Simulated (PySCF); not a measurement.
```xyz
16

C     1.9330    0.1008    0.1606
C     0.7677   -0.7773    0.1301
C    -0.1219   -0.6537   -1.1091
C    -1.3913    0.0846   -0.6556
C    -0.9598    0.8951    0.5643
C     0.0463    0.0000    1.2518
O     0.2390   -0.1142    2.4359
H     2.7223   -0.0693    0.8668
H     1.9383    1.0169   -0.3991
H     0.9908   -1.7979    0.4389
H     0.3959   -0.0804   -1.8788
H    -0.3583   -1.6325   -1.5229
H    -2.1551   -0.6350   -0.3569
H    -1.8043    0.7093   -1.4461
H    -1.7787    1.1368    1.2399
H    -0.4715    1.8258    0.2687
```

Geometry: GFN2-xTB.

All numbers below come from UKS B3LYP, pcH-1 on C H O, non-relativistic, mean-field spin-orbit, GIAO (PySCF).

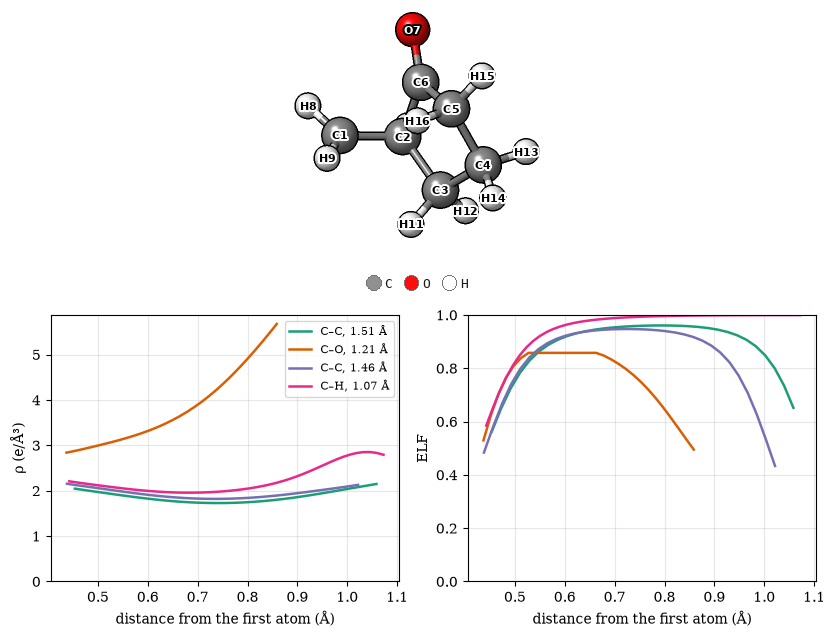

C6H9O (doublet). Electron density and electron localisation function along straight lines between neighbouring atoms. The curves leave out the atomic cores. The structure is drawn too.

> What kind of bonding do the profiles show?

C–C (1.51 Å): ρ is about 1.7 e/Å³ halfway; the ELF peaks at about 0.95 between the atoms: a covalent bond.
C–O (1.21 Å): the density is about 3.3 e/Å³ at the midpoint; the ELF peaks at about 0.85 between the atoms; a multiple bond.
C–C (1.46 Å): the density is about 1.8 e/Å³ at the midpoint; the ELF peaks at about 0.95 between the atoms: a covalent bond.
C–H (1.07 Å): ρ at the midpoint is about 2.1 e/Å³; the ELF climbs to about 1 towards the hydrogen, as it does in any bond to H (an ordinary covalent bond to hydrogen).
